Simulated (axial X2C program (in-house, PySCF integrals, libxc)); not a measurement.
**Linear OGeO²⁺ at several levels**

How do method and spin–orbit coupling move the bonds and stretches of OGeO²⁺, held linear?

The runs use an in-house X2C program for linear molecules on PySCF integrals; all-electron X2C, two-component (2c) or spin-free, O dyall-av3z, Ge dyall-v3z.

All values are calculated.

2 further runs of the same task are left out: 2 set aside as unsound or not needed.

### Step 1. Set-up

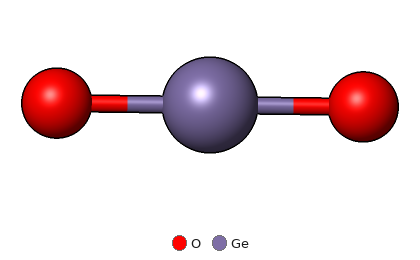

The atoms on one line, bonds 1.680 and 1.680 Å (oxygen red, germanium purple).

File task.json:

```json
{"zs": [8, 32, 8], "q": 2, "bas": ["dyall-av3z", "dyall-v3z", "dyall-av3z"], "r0": [1.68, 1.68], "symm": 1, "scan": ["PBE0", "HF", "PBE"], "levels": ["PBE0", "HF", "B3LYP"], "nst": 2}
```

Keys: zs atomic numbers; q charge; bas basis sets; r0 starting distance in Å; symm equal bonds; scan levels of the two-bond scan; levels methods; nst determinants followed.

On the command line:

```console
$ python solin.py task.json out
```

Masses O 15.995, Ge 73.921, O 15.995 u.

### Step 2. Scan at PBE0, 2c

State: Ω = 3 (beyond evenly filled blocks: 2 × ω = 3/2). Energies above the lowest point, from the job's result record:

```
r(O–Ge) (Å)  r(Ge–O) (Å)  E (meV)
     1.6975       1.6975    46.28
     1.6975       1.7410    23.91
     1.6975       1.7845    49.69
     1.7410       1.6975    23.91
     1.7410       1.7410     0.00
     1.7410       1.7845    24.33
     1.7410       1.8281    85.28
     1.7845       1.6975    49.69
     1.7845       1.7410    24.33
     1.7845       1.7845    47.29
     1.8281       1.7410    85.28
     1.8281       1.8281   165.47
```

A quadratic surface with cubic terms in each bond gives the minimum at 1.739 and 1.739 Å, force constants 4.14, 4.14 and coupling -0.11 mdyn/Å.

### Step 3. Scan at PBE, 2c

State: Ω = 3 (beyond evenly filled blocks: 2 × ω = 3/2). Energies above the lowest point, from the job's result record:

```
r(O–Ge) (Å)  r(Ge–O) (Å)  E (meV)
     1.6975       1.6975   133.19
     1.6975       1.7410    76.78
     1.6975       1.7845    70.64
     1.7410       1.6975    76.78
     1.7410       1.7410    18.30
     1.7410       1.7845    10.13
     1.7410       1.8281    40.91
     1.7845       1.6975    70.64
     1.7845       1.7410    10.13
     1.7845       1.7845     0.00
     1.8281       1.7410    40.91
     1.8281       1.8281    55.83
```

A quadratic surface with cubic terms in each bond gives the minimum at 1.772 and 1.772 Å, force constants 3.57, 3.57 and coupling -0.17 mdyn/Å.

### Step 4. Scan at PBE0, spin-free

State: M_S = 1, Λ = 2 (beyond evenly filled blocks: 2 × π+α, 2 × π+β, 2 × π-α). Energies above the lowest point, from the job's result record:

```
r(O–Ge) (Å)  r(Ge–O) (Å)  E (meV)
     1.6975       1.6975    47.08
     1.6975       1.7410    24.31
     1.6975       1.7845    49.71
     1.7410       1.6975    24.31
     1.7410       1.7410     0.00
     1.7410       1.7845    23.94
     1.7410       1.8281    84.54
     1.7845       1.6975    49.71
     1.7845       1.7410    23.94
     1.7845       1.7845    46.53
     1.8281       1.7410    84.54
     1.8281       1.8281   163.99
```

A quadratic surface with cubic terms in each bond gives the minimum at 1.739 and 1.739 Å, force constants 4.13, 4.13 and coupling -0.11 mdyn/Å.

### Step 5. Comparison

| level | r(O–Ge) (Å) | r(Ge–O) (Å) | lower stretch (cm⁻¹) | upper stretch (cm⁻¹) |
| --- | --- | --- | --- | --- |
| PBE0, 2c | 1.739 | 1.739 | 653.3 | 804.0 |
| PBE, 2c | 1.772 | 1.772 | 601.3 | 754.1 |
| PBE0, spin-free | 1.739 | 1.739 | 652.7 | 803.3 |
| PBE, spin-free | 1.772 | 1.772 | 600.7 | 753.4 |

Scans not shown above were run alike.

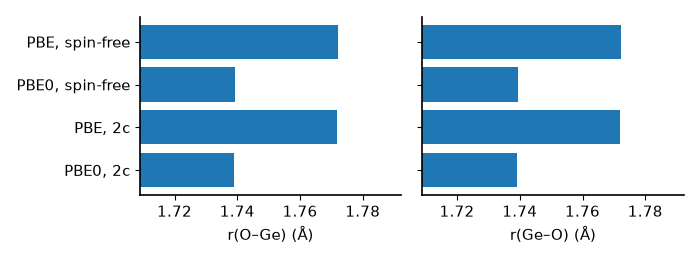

The two bond lengths by level.

In words: Over the levels the O–Ge bond spans 1.739 to 1.772 Å and the Ge–O bond 1.739 to 1.772 Å. At PBE0 spin–orbit coupling leaves both bonds unchanged to 0.001 Å. Each state is one determinant, the lowest of a limited PBE0 search; the stretches come from a fit to few points and are good to some per cent at best. The stretches are sorted by size, and where the two bonds are alike the symmetric and antisymmetric modes can swap order between levels. A multiply charged ion may be only metastable. The molecule was held linear; bending was not examined, so a bent shape may lie lower. Open-shell Ω = 0 determinants with evenly filled partner blocks cannot be reached by this program, so the Ω shown need not be the lowest component. Note: functional without a current term on a determinant with orbital currents, of the molecule or an atom. Note: several unpaired electrons, one determinant need not be a pure state.
